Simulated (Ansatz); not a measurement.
| atom | x (Å) | y (Å) | z (Å) |
| --- | --- | --- | --- |
| Cu | 1.0130 | -0.3408 | 0.5185 |
| I | -1.0130 | 0.3408 | -0.5185 |

Geometry: PBE0-D4/def2-TZVP; core potentials replace the inner electrons of I.

The calculation used Ansatz 0.2.0, RKS PBE0-D4/def2-TZVPP.

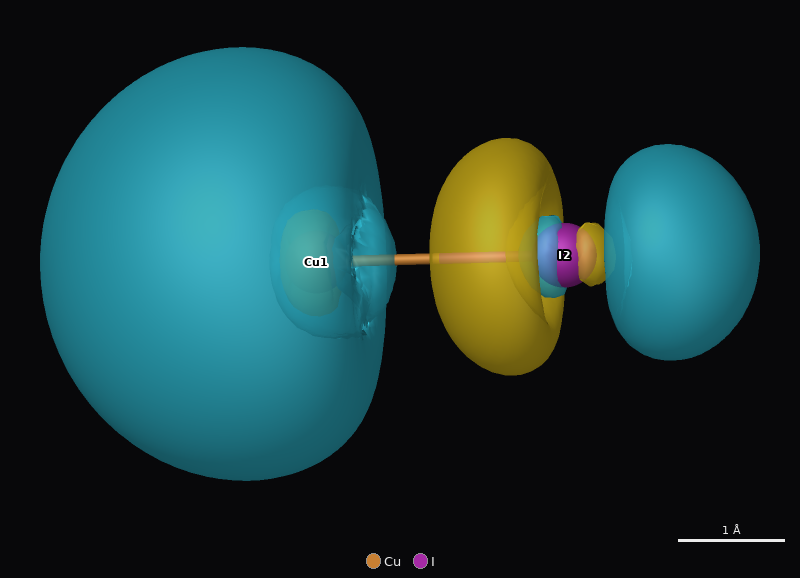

CuI (SMILES [Cu][I]). The LUMO at ±0.08 Å⁻³ᐟ² (yellow and cyan are the two phases), seen from one side.

Q: Describe this orbital and give its energy.

A: By Hirshfeld shares it lies mainly on Cu1 (about 85 %) and I2 (about 15 %); it is of σ type. Its energy is −2.87 eV.
